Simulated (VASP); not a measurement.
# Which magnetic order does CrBr2 take?

Is CrBr2 a ferromagnet or an antiferromagnet at this level? The start is a computed cell from the Materials Project.

Method: PBEsol, DFT+U (Cr d 3.5 eV), spin-polarised, from parallel moments; plane waves and PAW (Cr_pv, Br), in the first sound run; inputs show where later runs differ, in VASP 6.6.1.

### 1. The starting structure

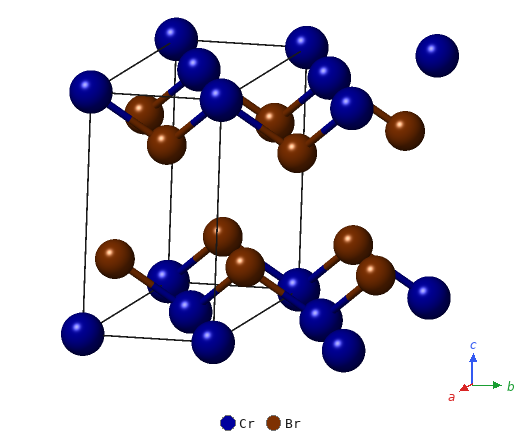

The starting structure, seen slightly off an axis (chromium blue, bromine brown). 1×2×1 cells are drawn. This picture shows the conventional cell, with its axes. Bonds to atoms that aren't drawn are left out. Some periodic images of atoms are drawn too.

Structure file:

```xyz
3
Lattice="3.7447 -1.8311 0.0000 3.7447 1.8311 0.0000 -0.7268 0.0000 6.4659" Properties=species:S:1:pos:R:3 pbc="T T T"
Cr    0.0000    0.0000    0.0000
Br    4.6669    0.0000    1.5080
Br    2.0956    0.0000    4.9579
```

### 2. Magnetic order, 3 atoms, start order ferro

Each run starts from other signs of the moments at the same geometry and cutoff; gentle mixing helps it keep them. Any wave vector in a name is a fraction of the reciprocal vectors of the first cell as typed.

Contents of INCAR:

```
SYSTEM = CrBr2
PREC = Accurate
ENCUT = 350
EDIFF = 1E-06
NELM = 150
ISMEAR = -1
SIGMA = 0.05
LREAL = .FALSE.
ALGO = Normal
GGA = PS
NBANDS = 20
ISPIN = 2
MAGMOM = 3 0 0
LDAU = .TRUE.
LDAUTYPE = 2
LDAUL = 2 -1
LDAUU = 3.5 0
LDAUJ = 0 0
LDAUPRINT = 1
LASPH = .TRUE.
LMAXMIX = 4
LORBIT = 11
LWAVE = .FALSE.
LCHARG = .TRUE.
KPAR = 4
AMIX = 0.2
BMIX = 1E-04
AMIX_MAG = 0.8
BMIX_MAG = 1E-04
```

Contents of POSCAR:

```
CrBr2
1.0
    3.7446690000     -1.8310550000      0.0000000000
    3.7446690000      1.8310550000      0.0000000000
   -0.7268470000      0.0000000000      6.4659460000
Cr Br
1 2
Direct
    0.0000000000      0.0000000000      0.0000000000
    0.6457740000      0.6457740000      0.2332280000
    0.3542260000      0.3542260000      0.7667720000
```

Contents of KPOINTS:

```
Automatic mesh
0
Gamma
10 10 6
0 0 0
```

PAW data sets: Cr_pv and Br (PBE family, release 64).

Launch:

```bash
> mpirun -np 4 vasp_std
```

The program printed:

```text
[banner, memory and clock lines left out]
running    4 mpi-ranks, on    1 nodes
 distrk:  each k-point on    1 cores,    4 groups
 distr:  one band on    1 cores,    1 groups

 POSCAR found type information on POSCAR CrBr
 POSCAR found :  2 types and       3 ions
|                                                                             |
|               ----> ADVICE to this user running VASP <----                  |
|                                                                             |
|     You enforced a specific xc type in the INCAR file but a different       |
|     [... a line on the potential file left out ...]
|     I HOPE YOU KNOW WHAT YOU ARE DOING!                                     |
|                                                                             |

 LDA part: xc-table for (Slater+PW92), standard interpolation
 POSCAR, INCAR and KPOINTS ok, starting setup
 FFT: planning ... GRIDC
 FFT: planning ... GRID_SOFT
 FFT: planning ... GRID
 WAVECAR not read
 entering main loop
       N       E                     dE             d eps       ncg     rms          rms(c)
DAV:   1     0.146563628754E+03    0.14656E+03   -0.10724E+04 16488   0.832E+02
DAV:   2    -0.267631618123E+01   -0.14924E+03   -0.14396E+03 16072   0.240E+02
DAV:   3    -0.124935733960E+02   -0.98173E+01   -0.97399E+01 16272   0.632E+01
DAV:   4    -0.126558779356E+02   -0.16230E+00   -0.16215E+00 17572   0.826E+00
DAV:   5    -0.126604212350E+02   -0.45433E-02   -0.45428E-02 19108   0.119E+00    0.974E+00
DAV:   6    -0.139590855092E+02   -0.12987E+01   -0.31852E+00 16500   0.135E+01    0.692E+00
DAV:   7    -0.141631766388E+02   -0.20409E+00   -0.40207E-01 16448   0.421E+00    0.469E+00
DAV:   8    -0.141886095883E+02   -0.25433E-01   -0.83795E-02 17148   0.216E+00    0.282E+00
DAV:   9    -0.142164592182E+02   -0.27850E-01   -0.42230E-02 20152   0.162E+00    0.974E-01
DAV:  10    -0.142198983908E+02   -0.34392E-02   -0.42488E-03 15724   0.504E-01    0.687E-01
DAV:  11    -0.142202138546E+02   -0.31546E-03   -0.15796E-03 16404   0.200E-01    0.405E-01
DAV:  12    -0.142203562663E+02   -0.14241E-03   -0.90621E-04 17232   0.220E-01    0.115E-01
DAV:  13    -0.142203779563E+02   -0.21690E-04   -0.60877E-05 16624   0.515E-02    0.385E-02
DAV:  14    -0.142203665993E+02    0.11357E-04   -0.27853E-05 15948   0.262E-02    0.190E-02
DAV:  15    -0.142203682478E+02   -0.16485E-05   -0.59745E-06 16560   0.146E-02    0.702E-03
DAV:  16    -0.142203685707E+02   -0.32297E-06   -0.63249E-07  9516   0.635E-03
   1 F= -.14220369E+02 E0= -.14220369E+02  d E =-.743508E-09  mag=     4.0000
```

It took 2.6 min on 4 MPI ranks of AMD EPYC 7R43, shared host; peak memory 1.5 GiB; 10 min of CPU time.

The logs omit lines about the potential files and the build; timing stands in the text.

OUTCAR, selected parts (step 2):

```text
ion  position               nearest neighbor table
   1  0.000  0.000  0.000-   2 2.55   2 2.55   3 2.55   3 2.55
   2  0.646  0.646  0.233-   1 2.55   1 2.55
   3  0.354  0.354  0.767-   1 2.55   1 2.55

  LATTYP: Found a base centered monoclinic cell.
 ALAT       =     7.4893380000
 B/A-ratio  =     0.4889764623
 C/A-ratio  =     0.8687911734
 COS(beta)  =    -0.1117079729

 Subroutine GETGRP returns: Found  4 space group operations
 (whereof  4 operations were pure point group operations)

The static configuration has the point symmetry C_2h.

 Found    172 irreducible k-points:

   k-points           NKPTS =    172   k-points in BZ     NKDIM =    172   number of bands    NBANDS=     20

   dimension x,y,z NGX =    28 NGY =   28 NGZ =   40
   dimension x,y,z NGXF=    56 NGYF=   56 NGZF=   80

   ENCUT  =  350.0 eV  25.72 Ry    5.07 a.u.   6.36  6.36  9.93*2*pi/ulx,y,z

   NELECT =      26.0000    total number of electrons

 k-points in reciprocal lattice and weights: Automatic mesh
   0.00000000  0.00000000  0.00000000       0.002
   0.10000000 -0.00000000  0.00000000       0.007
   0.20000000 -0.00000000  0.00000000       0.007
   0.30000000 -0.00000000  0.00000000       0.007
   0.40000000 -0.00000000  0.00000000       0.007
   0.50000000  0.00000000  0.00000000       0.003
   0.10000000  0.10000000  0.00000000       0.003
   0.20000000  0.10000000  0.00000000       0.007
   0.30000000  0.10000000  0.00000000       0.007
[...]
-0.40000000  0.40000000  0.50000000       0.003
   0.50000000  0.50000000  0.50000000       0.002

atom =   1  type =  1  l = 2

 onsite density matrix

spin component  1

  0.7341 -0.2970  0.0000  0.0000  0.0000
 -0.2970  0.4309  0.0000  0.0000  0.0000
  0.0000  0.0000  0.9188  0.0012  0.0003
  0.0000  0.0000  0.0012  0.9186 -0.0004
  0.0000  0.0000  0.0003 -0.0004  0.9184

spin component  2

  0.0426  0.0485  0.0000  0.0000  0.0000
  0.0485  0.0910  0.0000  0.0000  0.0000
  0.0000  0.0000  0.0144  0.0030  0.0016
  0.0000  0.0000  0.0030  0.0230 -0.0081
  0.0000  0.0000  0.0016 -0.0081  0.0238

 occupancies and eigenvectors

  o =  0.0115  v =  0.0000  0.0000  0.0000  0.0000  0.0000  0.0000  0.0000  0.7538 -0.4997 -0.4267      0.0000  0.0000  0.0000  0.0000  0.0000  0.0000  0.0000  0.0000  0.0000  0.0000
  o =  0.0126  v =  0.0000  0.0000  0.0000  0.0000  0.0000 -0.8504  0.5262  0.0000  0.0000  0.0000      0.0000  0.0000  0.0000  0.0000  0.0000  0.0000  0.0000  0.0000  0.0000  0.0000
  o =  0.0181  v =  0.0000  0.0000  0.0000  0.0000  0.0000  0.0000  0.0000  0.6547  0.5153  0.5530      0.0000  0.0000  0.0000  0.0000  0.0000  0.0000  0.0000  0.0000  0.0000  0.0000
  o =  0.0316  v =  0.0000  0.0000  0.0000  0.0000  0.0000  0.0000  0.0000 -0.0564 -0.6962  0.7156      0.0000  0.0000  0.0000  0.0000  0.0000  0.0000  0.0000  0.0000  0.0000  0.0000
  o =  0.1210  v =  0.0000  0.0000  0.0000  0.0000  0.0000  0.5262  0.8504  0.0000  0.0000  0.0000      0.0000  0.0000  0.0000  0.0000  0.0000  0.0000  0.0000  0.0000  0.0000  0.0000
  o =  0.2491  v = -0.5222 -0.8528  0.0000  0.0000  0.0000  0.0000  0.0000  0.0000  0.0000  0.0000      0.0000  0.0000  0.0000  0.0000  0.0000  0.0000  0.0000  0.0000  0.0000  0.0000
  o =  0.9160  v = -0.8528  0.5222  0.0000  0.0000  0.0000  0.0000  0.0000  0.0000  0.0000  0.0000      0.0000  0.0000  0.0000  0.0000  0.0000  0.0000  0.0000  0.0000  0.0000  0.0000
  o =  0.9173  v =  0.0000  0.0000 -0.6074  0.6751  0.4188  0.0000  0.0000  0.0000  0.0000  0.0000      0.0000  0.0000  0.0000  0.0000  0.0000  0.0000  0.0000  0.0000  0.0000  0.0000
  o =  0.9186  v =  0.0000  0.0000  0.3028 -0.2906  0.9077  0.0000  0.0000  0.0000  0.0000  0.0000      0.0000  0.0000  0.0000  0.0000  0.0000  0.0000  0.0000  0.0000  0.0000  0.0000
  o =  0.9199  v =  0.0000  0.0000 -0.7344 -0.6781  0.0279  0.0000  0.0000  0.0000  0.0000  0.0000      0.0000  0.0000  0.0000  0.0000  0.0000  0.0000  0.0000  0.0000  0.0000  0.0000

 average (electrostatic) potential at core
       1 -73.6388       2 -63.9985       3 -63.9985

 E-fermi :   2.0088

 spin component 1
 k-point     1 :       0.0000    0.0000    0.0000
  band No.  band energies     occupation
    ...
     11      -0.3004      1.00000
     12      -0.2911      1.00000
     13      -0.2032      1.00000
     14      -0.1992      1.00000
     15       1.0278      1.00000
     16       3.4341      0.00000
     17       4.4147      0.00000
     18       5.6864      0.00000
     19       8.0536      0.00000
     20       8.3965      0.00000

 k-point     2 :       0.1000   -0.0000    0.0000
  band No.  band energies     occupation
    ...
     11      -0.3668      1.00000
     12      -0.2524      1.00000
     13      -0.2091      1.00000
     14       0.0820      1.00000
     15       0.9447      1.00000
     16       3.2900      0.00000
     17       4.8531      0.00000
     18       6.0142      0.00000
     19       8.0538      0.00000
     20       8.7210      0.00000

 k-point     3 :       0.2000   -0.0000    0.0000
  band No.  band energies     occupation
    ...
     11      -0.5383      1.00000
     12      -0.3035      1.00000
     13      -0.1839      1.00000
     14       0.2850      1.00000
     15       0.8197      1.00000
     16       3.1733      0.00000
     17       5.7619      0.00000
     18       6.5614      0.00000
     19       8.0543      0.00000
     20       8.4367      0.00000

 k-point     4 :       0.3000   -0.0000    0.0000
  band No.  band energies     occupation
    ...
     11      -0.8651      1.00000
     12      -0.3448      1.00000
     13      -0.2413      1.00000
     14       0.1458      1.00000
     15       0.9025      1.00000
     16       3.2602      0.00000
     17       6.3438      0.00000
     18       6.5344      0.00000
     19       8.0539      0.00000
     20       8.1437      0.00000

 k-point     5 :       0.4000   -0.0000    0.0000
  band No.  band energies     occupation
    ...
     11      -1.0580      1.00000
     12      -0.4725      1.00000
     13      -0.3587      1.00000
     14      -0.0635      1.00000
     15       1.0223      1.00000
     16       3.3969      0.00000
     17       6.1275      0.00000
     18       6.2673      0.00000
     19       8.0486      0.00000
     20       8.0624      0.00000

 k-point     6 :       0.5000    0.0000    0.0000
  band No.  band energies     occupation
    ...
     11      -0.9658      1.00000
     12      -0.5785      1.00000
     13      -0.4853      1.00000
     14      -0.1236      1.00000
     15       1.0658      1.00000
     16       3.4529      0.00000
     17       5.9752      0.00000
     18       6.1351      0.00000
     19       7.9542      0.00000
     20       8.0544      0.00000

  Total       -0.7481971     -0.3414919     -0.2635592      0.0000000      0.0000000      0.2647277
  in kB      -13.5191605     -6.1704115     -4.7622458      0.0000000      0.0000000      4.7833593
  external PRESSURE =      -8.1506059 kB  Pullay stress =       0.0000000 kB

  energy-cutoff  :      350.00
  volume of cell :       88.67
      direct lattice vectors                 reciprocal lattice vectors
     3.744669000 -1.831055000  0.000000000     0.133523150 -0.273066620  0.015009544
     3.744669000  1.831055000  0.000000000     0.133523150  0.273066620  0.015009544
    -0.726847000  0.000000000  6.465946000     0.000000000  0.000000000  0.154656411

 POSITION                                       TOTAL-FORCE (eV/Angst)
 -----------------------------------------------------------------------------------
      0.00000      0.00000      0.00000         0.000000      0.000000      0.000000
      4.66690      0.00000      1.50804         0.087435      0.000000     -0.053587
      2.09559      0.00000      4.95791        -0.087435      0.000000      0.053587
 -----------------------------------------------------------------------------------
    total drift:                               -0.000000      0.000000     -0.000000

  FREE ENERGIE OF THE ION-ELECTRON SYSTEM (eV)
  ---------------------------------------------------
  free  energy   TOTEN  =       -14.2203685707 eV

  energy  without entropy=      -14.2203685700  energy(sigma->0) =      -14.22036857

 total charge
# of ion       s       p       d       tot
------------------------------------------
    1        0.219   6.156   4.095  10.470
    2        1.602   3.244   0.018   4.864
    3        1.602   3.244   0.018   4.864
--------------------------------------------------
tot          3.424  12.644   4.131  20.199

 magnetization (x)
# of ion       s       p       d       tot
------------------------------------------
    1        0.060   0.027   3.714   3.800
    2       -0.001  -0.048   0.007  -0.042
    3       -0.001  -0.048   0.007  -0.042
--------------------------------------------------
tot          0.058  -0.069   3.728   3.717

[... 6 further parts left out ...]
```

The cell holds one magnetic atom, so no antiferromagnetic order fits into it. The gap is read on the k-mesh alone, so it is an upper bound where the band edges lie off the mesh. The PAW data sets were made with PBE, which is usual practice but a small mismatch for other functionals.

Numbers from this step:

```
electronic cycles                                 : 16
electrons                                         : 26
free energy (TOTEN)                               : -14.22 eV
Fermi energy                                      : 2.009 eV
moment of the cell, from the last line of the log : 4 μB
metallic                                          : no
gap on the k-mesh                                 : 1.867 eV
least direct gap on the k-mesh                    : 2.011 eV
```

Spin moment in the PAW sphere by atom:

```tsv
atom	spin moment in the PAW sphere (μB)
Cr1	3.80
Br2	-0.04
Br3	-0.04
```

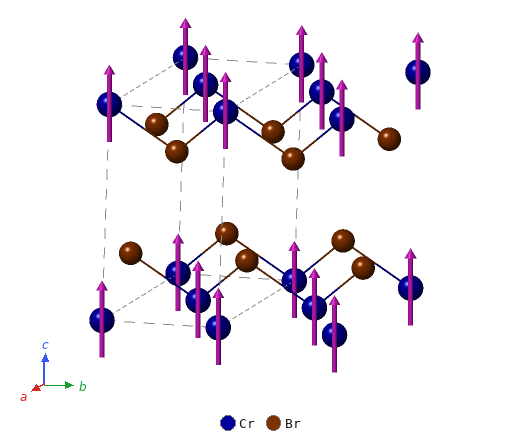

Spin moment in the PAW sphere as arrows, the longest 3.8 μB. Up and down stand for the sign. Arrows give size and sign along the axis of quantisation, drawn up and down the page. Bonds to atoms that aren't drawn are left out. 1×2×1 conventional cells are drawn. Some periodic images of atoms are drawn too.

Force by atom:

```tsv
atom	x (eV/Å)	y (eV/Å)	z (eV/Å)	size
Cr1	0.000	0.000	0.000	0.000
Br2	0.087	0.000	-0.054	0.103
Br3	-0.087	0.000	0.054	0.103
```

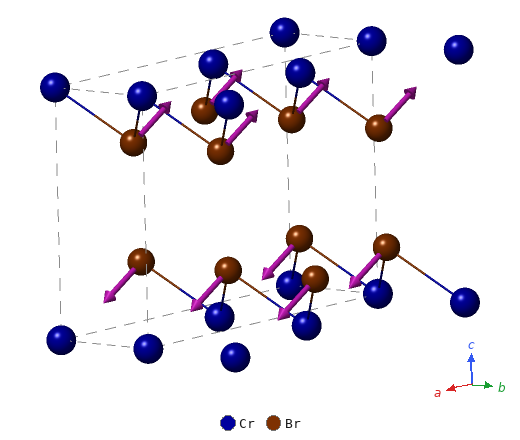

Force as arrows, the longest 0.103 eV/Å. Bonds to atoms that aren't drawn are left out. 1×2×1 conventional cells are drawn. Some periodic images of atoms are drawn too.

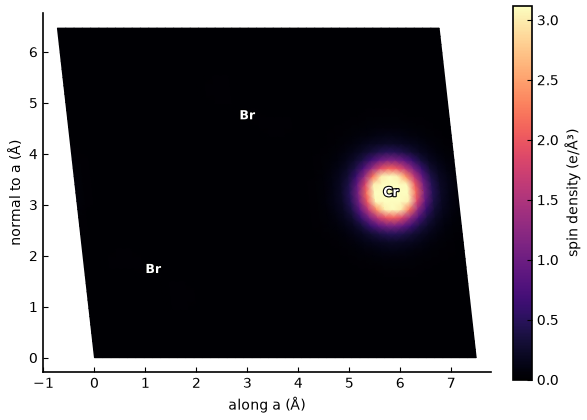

Spin density in the ac plane of the conventional cell at fractional y = 0.000, with atoms of Cr and Br within 0.2 Å of it. The map starts off the cell's origin, so that atoms lie inside it.

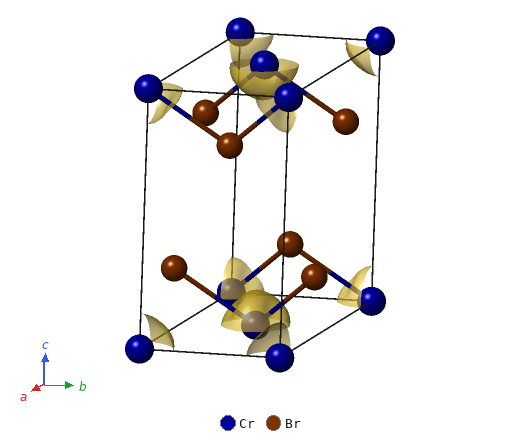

Surface of spin density = 0.33 e/Å³, which holds about 70 % of the integral of its size. Bonds to atoms that aren't drawn are left out.

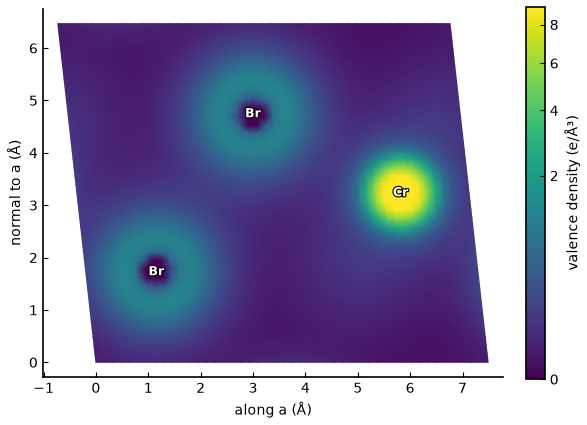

Valence density in the ac plane of the conventional cell at fractional y = 0.000, with atoms of Cr and Br within 0.2 Å of it. It is the smooth field of the valence electrons, not physical close to the nuclei. The map starts off the cell's origin, so that atoms lie inside it. The colour scale is stretched toward low values.

The largest moment at the end is 3.80 μB, and the moments of the cell sum to 4.00 μB.

(Part 1 of 3 ends here.)

[Lines on the potential files, build, host, timing and source positions are cut from VASP's logs without a mark.]

[Logs are printed without paths, hosts, clocks, repeated set-up lines and the standing remarks that a program may print on its own settings, such as how far it seeks lower states.]

[Hosts, paths, dates, database ids (printed as entryN), source tags and the programs' standing remarks are cut or masked in the printed files.]

[Runs that stopped without an error message from VASP are left out.]

[In band tables of VASP the shares of atoms and orbitals are scaled to a sum of 1 inside the atoms' spheres.]
